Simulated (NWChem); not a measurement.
**BPH4 (SMILES BP) at FT97/Sapporo-DZP (esp resp)**

Aim: the energy change on altering one bond length of BPH4 at FT97/Sapporo-DZP (esp resp), from 2 runs. 

Program for the calculation: NWChem 7.3.0.

1 further run of the same task is left out (it didn't finish).

### Step 1. The system as given

BPH4 has 6 atoms, charge 0, and is taken as a singlet. As SMILES, `BP`. The shape is that of a GFN2-xTB optimisation.

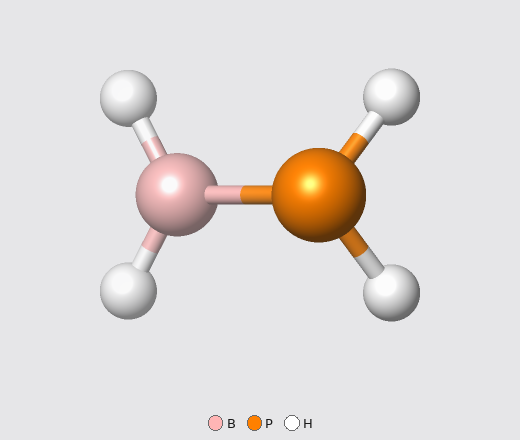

The structure, seen from a chosen angle (boron pink, phosphorus orange, hydrogen white).

### Step 2. The energy at FT97/Sapporo-DZP (esp resp)

bh4p.nw reads:

```
start bh4p
memory stack 880 mb heap 220 mb global 1100 mb

geometry noautosym nocenter noautoz
 B      0.002660    -0.867960     0.118880
 P      0.378740     0.928770     0.259630
 H     -0.777460    -1.351190     0.842930
 H      0.659230    -1.540870    -0.575930
 H      0.599110     1.319050    -1.043720
 H     -0.862270     1.512200     0.398210
end

basis spherical bse
 * library Sapporo-DZP
end

dft
 xc ft97
 grid medium
 convergence energy 1e-07
 direct
 mulliken
 print medium
end

esp
 restrain
 recalculate
end

task dft energy
task esp
```

The run is started by

```bash
$ nwchem bh4p.nw > bh4p.out
```

The program printed (excerpt; [...] marks lines left out):

```text
[...]
          Wavefunction type:  closed shell.
          No. of atoms     :     6
          No. of electrons :    24
[...]
          Charge           :     0
          Spin multiplicity:     1
[...]
          AO basis - number of functions:    52
[...]
              XC Information
              --------------
           Filatov Thiel 1997 Method XC Functional
                        Slater Exchange Functional  1.000 local
            Filatov Thiel 1997 Method X Functional  1.000 non-local
            Filatov Thiel 1997 Method C Functional  1.000
[...]
 d= 0,ls=0.0,diis     1   -368.4876094603 -4.15D+02  8.53D-03  1.27D-01     1.0
[...]
 d= 0,ls=0.0,diis     8   -368.5072832508  7.24D-09  6.13D-06  1.14D-07     5.7
         Total DFT energy =     -368.507283250813
      One electron energy =     -600.259526835609
           Coulomb energy =      213.588062764738
    Exchange-Corr. energy =      -28.750650813089
 Nuclear repulsion energy =       46.914831633147
[...]
      Total Density - Mulliken Population Analysis
     ---------------------------------------------
    Atom       Charge   Shell Charges
 -----------   ------   -------------------------------------------------------
    1 B    5     4.98   2.00  0.70  0.32  1.51  0.41  0.05
    2 P   15    15.18   2.00  2.00  1.05  0.54  5.98  2.87  0.59  0.15
    3 H    1     1.00   0.75  0.23  0.02
    4 H    1     1.00   0.75  0.23  0.02
    5 H    1     0.92   0.71  0.18  0.02
    6 H    1     0.92   0.71  0.18  0.02
[...]
 Dipole moment                                  0.311376    0.309616    0.309616
 Quadrupole moment Qxx                         -0.034882   -0.043358   -0.043358
                   Qyy                         -0.292071   -0.271116   -0.271116
                   Qzz                          0.326953    0.314474    0.314474
[...]
```

It took 6.9 s on 1 thread of Intel Xeon Platinum 8488C (Sapphire Rapids), shared host; peak memory 0.11 GiB.

### Step 3. The distorted shape at the same level

work.nw reads:

```
start work
title "BH4P FT97"
memory total 2200 mb

geometry units angstroms noautosym nocenter noautoz
 B     0.024697   -0.828932   -0.011455
 P     0.400777    0.967798    0.129295
 H    -0.755423   -1.312162    0.712595
 H     0.681267   -1.501842   -0.706265
 H     0.599110    1.319050   -1.043720
 H    -0.840233    1.551228    0.267875
end

basis "ao basis" spherical bse
 * library Sapporo-DZP
end

dft
 xc ft97
 grid medium
 convergence energy 1e-07
 direct
 mulliken
 print medium
end

esp
 restrain
 recalculate
end

task dft energy
task esp
```

The run is started by

```bash
$ nwchem work.nw > work.out
```

The program printed (excerpt; [...] marks lines left out):

```text
[...]
          Wavefunction type:  closed shell.
          No. of atoms     :     6
          No. of electrons :    24
[...]
          Charge           :     0
          Spin multiplicity:     1
[...]
          AO basis - number of functions:    52
[...]
              XC Information
              --------------
           Filatov Thiel 1997 Method XC Functional
                        Slater Exchange Functional  1.000 local
            Filatov Thiel 1997 Method X Functional  1.000 non-local
            Filatov Thiel 1997 Method C Functional  1.000
[...]
 d= 0,ls=0.0,diis     1   -368.4690318960 -4.16D+02  8.57D-03  1.29D-01     1.0
[...]
 d= 0,ls=0.0,diis     8   -368.4886047311  5.47D-09  5.60D-06  9.01D-08     5.7
         Total DFT energy =     -368.488604731114
      One electron energy =     -601.618562334353
           Coulomb energy =      214.304866074900
    Exchange-Corr. energy =      -28.791852537027
 Nuclear repulsion energy =       47.616944065366
[...]
      Total Density - Mulliken Population Analysis
     ---------------------------------------------
    Atom       Charge   Shell Charges
 -----------   ------   -------------------------------------------------------
    1 B    5     4.99   2.00  0.70  0.32  1.51  0.41  0.05
    2 P   15    15.17   2.00  2.00  1.04  0.50  5.98  2.90  0.59  0.16
    3 H    1     1.00   0.76  0.23  0.02
    4 H    1     1.00   0.75  0.23  0.02
    5 H    1     0.91   0.77  0.11  0.03
    6 H    1     0.92   0.71  0.19  0.02
[...]
 Dipole moment                                  0.315891    0.314119    0.314119
 Quadrupole moment Qxx                          0.040127    0.031419    0.031419
                   Qyy                         -0.359837   -0.339162   -0.339162
                   Qzz                          0.319711    0.307743    0.307743
[...]
```

Wall time 6.9 s (1 thread of Intel Xeon Platinum 8488C (Sapphire Rapids), shared host); peak memory 0.11 GiB.

### Step 4. Outcome

Level: FT97/Sapporo-DZP (esp resp).

| quantity | value |
| --- | --- |
| first shape: total energy | -368.50728 Eh |
| first shape: dipole moment | 0.78 D |
| first shape: HOMO energy | -6.42 eV |
| first shape: LUMO energy | -2.38 eV |
| first shape: HOMO–LUMO gap | 4.04 eV |
| distorted shape: total energy | -368.48860 Eh |
| distorted shape: dipole moment | 0.83 D |
| distorted shape: HOMO energy | -6.42 eV |
| distorted shape: LUMO energy | -2.34 eV |
| distorted shape: HOMO–LUMO gap | 4.08 eV |
| energy change with the P2–H5 bond shortened from 1.378 to 1.240 Å | 0.508 eV |

In words: With the P2–H5 bond shortened from 1.378 to 1.240 Å the energy rises by 0.51 eV (49.0 kJ/mol). The first shape isn't relaxed at this level, so the change isn't measured from a minimum. Mulliken charges (distorted shape) run from -0.17 on P2 to +0.09 on H5; they depend strongly on the basis.
